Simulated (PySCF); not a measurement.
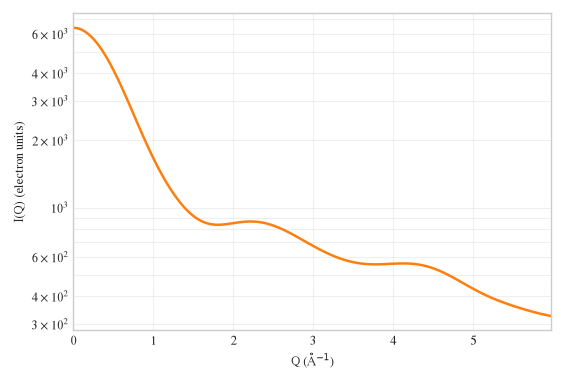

Elastic X-ray scattering of a randomly oriented, rigid molecule, calculated with the Debye equation from neutral-atom form factors (independent atoms, no Compton part, no vibration). The geometry is the end point of an optimisation (PySCF 2.14.0, density-fitted response routines, PBE0-D3(BJ)/def2-SVP geometry optimisation, gas phase); it may be a saddle point or a higher isomer. It contains C, Si, Ge, H.

Question: How many electrons does the independent-atom model of the molecule hold?

Answer: I(0) is the square of the electron number: I(0) = 6400, so about 80 electrons, the count of C4H10GeSi.

Question: What radius of gyration does the initial fall-off give?

Answer: From I(Q) ≈ I(0) exp(−Q²R²/3) at small Q, R ≈ 2.35 Å. It is larger than the electron-weighted radius of the nuclear positions alone (2.23 Å), because each atom's electron cloud adds to it.
